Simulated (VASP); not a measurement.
Band structure of BaO (rock salt). Calculation: PBEsol GGA, VASP's PBE PAW potentials (set 64) (plane waves; VASP).

Unless said otherwise, spin-orbit coupling is left out, though it shifts the bands of the heavy elements here.

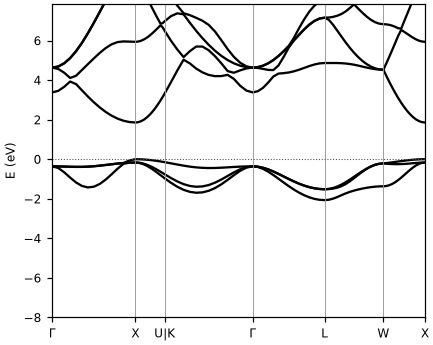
Figure. Bands along high-symmetry lines, zero at the valence-band maximum or, without a gap, the Fermi level

Question: Read the plot: is there a gap, and where are the band edges?

Answer: The gap is direct, 1.86 eV, from the valence maximum at X to the conduction minimum at X. (Edges off the drawn lines would not show.)

Measured: gap 4.40 eV (computed value off by -2.54 eV), as given by Abedi et al., (2022), arXiv:2211.14644.

The compound is BaO in the rock salt structure. It was relaxed first.
